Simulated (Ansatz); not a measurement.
**C9H17FN2Ti: density, localisation and related maps**

Input

```
crystal:
  periodic: [false, false, false]
  atoms:
    - {symbol: C, position_ang: [-1.882142, 1.394895, 0.760102]}
    - {symbol: N, position_ang: [-0.511464, 1.134709, 1.098282]}
    - {symbol: C, position_ang: [0.100815, 2.229446, 1.804665]}
    - {symbol: Ti, position_ang: [0.634177, -0.143489, 0.270668]}
    - {symbol: F, position_ang: [1.732709, -0.590393, 1.638919]}
    - {symbol: N, position_ang: [-0.584073, -1.560336, -0.021834]}
    - {symbol: C, position_ang: [-1.135987, -2.317730, -1.107807]}
    - {symbol: C, position_ang: [-1.050820, -2.064941, 1.256115]}
    - {symbol: C, position_ang: [2.283140, 1.164018, -0.791634]}
    - {symbol: C, position_ang: [1.048041, 1.473472, -1.399856]}
    - {symbol: C, position_ang: [0.595044, 0.319019, -2.063675]}
    - {symbol: C, position_ang: [1.563155, -0.698946, -1.882854]}
    - {symbol: C, position_ang: [2.604904, -0.174324, -1.103890]}
    - {symbol: H, position_ang: [-2.472212, 1.627918, 1.658699]}
    - {symbol: H, position_ang: [-2.327075, 0.525597, 0.273903]}
    - {symbol: H, position_ang: [-1.986288, 2.255327, 0.077781]}
    - {symbol: H, position_ang: [1.130613, 1.988585, 2.080741]}
    - {symbol: H, position_ang: [0.112970, 3.159065, 1.211169]}
    - {symbol: H, position_ang: [-0.442721, 2.445631, 2.735545]}
    - {symbol: H, position_ang: [-2.235655, -2.289068, -1.088398]}
    - {symbol: H, position_ang: [-0.811388, -1.930614, -2.071903]}
    - {symbol: H, position_ang: [-0.844008, -3.376831, -1.049363]}
    - {symbol: H, position_ang: [-2.144067, -1.980330, 1.337192]}
    - {symbol: H, position_ang: [-0.614441, -1.508407, 2.088411]}
    - {symbol: H, position_ang: [-0.782786, -3.122390, 1.385261]}
    - {symbol: H, position_ang: [2.866433, 1.824124, -0.166030]}
    - {symbol: H, position_ang: [0.527031, 2.416974, -1.337529]}
    - {symbol: H, position_ang: [-0.336750, 0.227839, -2.601560]}
    - {symbol: H, position_ang: [1.499211, -1.711371, -2.251412]}
    - {symbol: H, position_ang: [3.463615, -0.717448, -0.739709]}
basis:
  gaussian: {orbitals: def2-TZVPP}
hamiltonian: {xc: pbe0, dispersion: d4}
output: {orbitals: {seedname: orbitals}}
```

Run with:

```sh
ansatz run in.yaml --threads 11 --pin off --events-out ev --progress --plain --max-ram 166912MiB --backend cuda --devices 0, --max-vram 75GiB
```

Geometry: PBE0-D4/def2-TZVP.

These are results of Ansatz 0.2.0, RKS PBE0-D4/def2-TZVPP, not measurements.

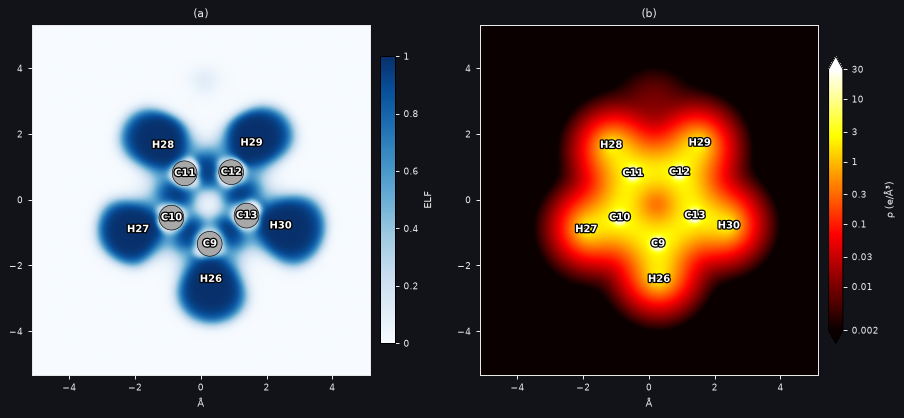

Figure 1. (a) ELF; (b) total electron density on the plane of atoms C9, C10 and C11. Grey discs cover the atomic cores in the ELF map.

**Interpret the plot.**

Atoms in the plane: C and H.
C–C (1.40 Å): the density is about 2.1 e/Å³ at the midpoint; the ELF peaks at about 0.95 between the atoms, as expected for localised, covalent bonding.
C–H (1.08 Å): ρ is about 2.1 e/Å³ halfway; the ELF climbs to about 1 towards the hydrogen, as it does in any bond to H: an ordinary covalent bond to hydrogen.

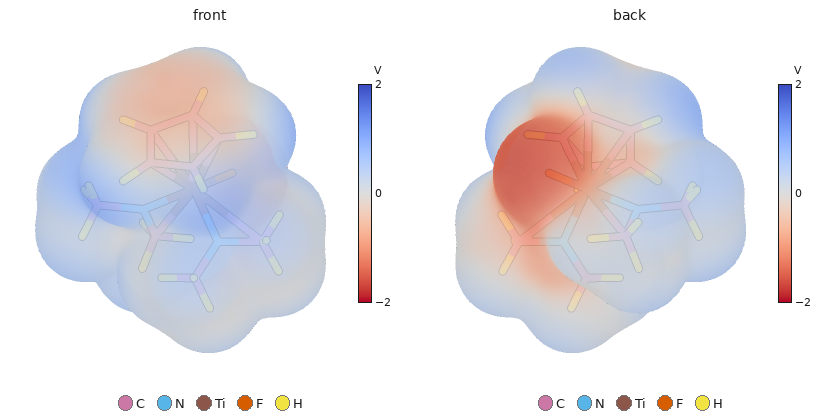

Figure 2. The molecular electrostatic potential painted on the density surface at 0.001 e/bohr³, seen from the front and from behind; red is negative and blue positive.

**Where is the surface potential most negative and most positive?**

The most negative region (about −1.5 V) lies over F5, the most positive (about +0.9 V) over H27, H28 and H29.

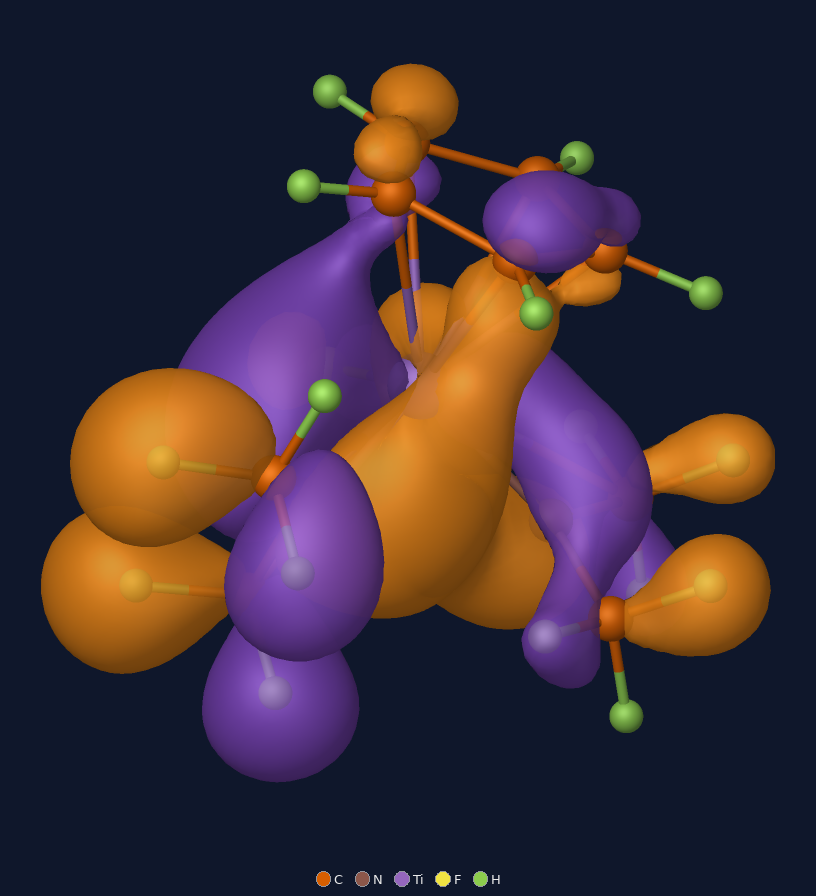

Figure 3. The HOMO−1 at ±0.06 Å⁻³ᐟ² (orange and purple are the two phases), seen at an oblique angle.

**What is the character of this orbital?**

By Hirshfeld shares it lies mainly on N6 (about 40 %), Ti4 (about 15 %), N2 (about 5 %) and C8 (about 5 %). Its energy is −6.60 eV.

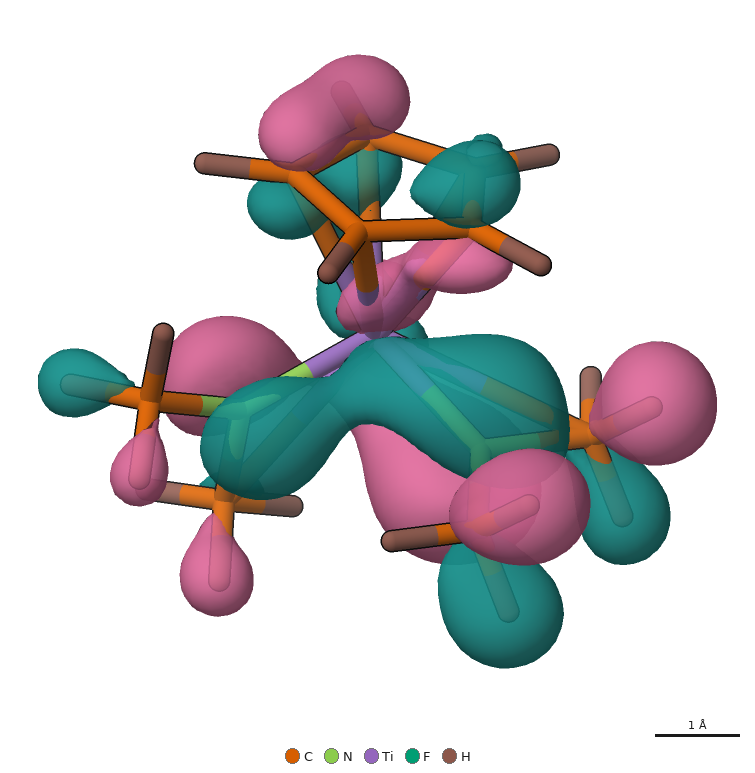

Figure 4. The HOMO at ±0.08 Å⁻³ᐟ² (teal and pink are the two phases), seen across its widest extent.

**Describe this orbital and give its energy.**

Its weight (Hirshfeld) is mainly on N2 (about 40 %), N6 (about 10 %) and Ti4 (about 10 %). Its energy is −5.88 eV.
